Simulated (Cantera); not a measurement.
Charge: 1 mol C, 0.71 mol H2, 0.32 mol N2, at 1.00 bar.

Cantera equilibrium calculation (NASA polynomials, part measured and part estimated; ideal gas, pure solids and liquids). Candidate condensed phases: C, C6H6, C7H8, C8H18; 92 gas species. Kinetics and transport are ignored.

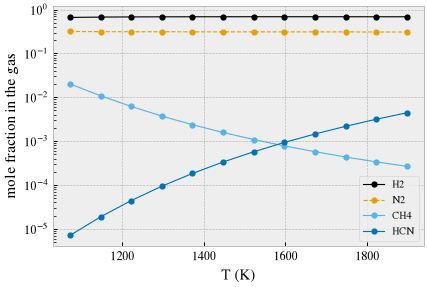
Fig. 1. Equilibrium gas composition (values under 1e-9 drawn at 1e-9)

Task: Read off the mole fractions at 1748 K.

Result: H2 about 0.69, N2 about 0.31, HCN about 0.0022, CH4 about 0.00043.
